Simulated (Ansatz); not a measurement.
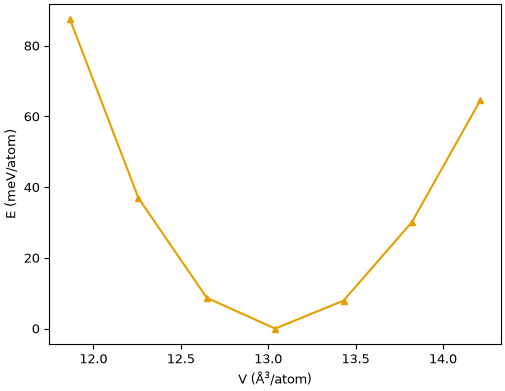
Figure: ZrC (NiAs type, P6_3/mmc) under volume change, r²SCAN in the plane-wave PAW code Ansatz, shape and atoms relaxed at each volume.

**Question.** What does a third-order Birch–Murnaghan fit give for V₀, B₀ and B′?

**Answer.** V₀ = 13.04 Å³/atom, B₀ = 226 GPa, B′ = 4.0.

The workflow started from a Materials Project entry (that database holds measured and hypothetical structures alike); the Crystallography Open Database copy checked does not list it. It is not the phase usual at ambient conditions (space group No. 225). The r²SCAN relaxation kept the symmetry of its start; whether a distortion lowers the energy is not shown. No spin polarisation was allowed.

Potentials: the later of the program's two PAW sets.
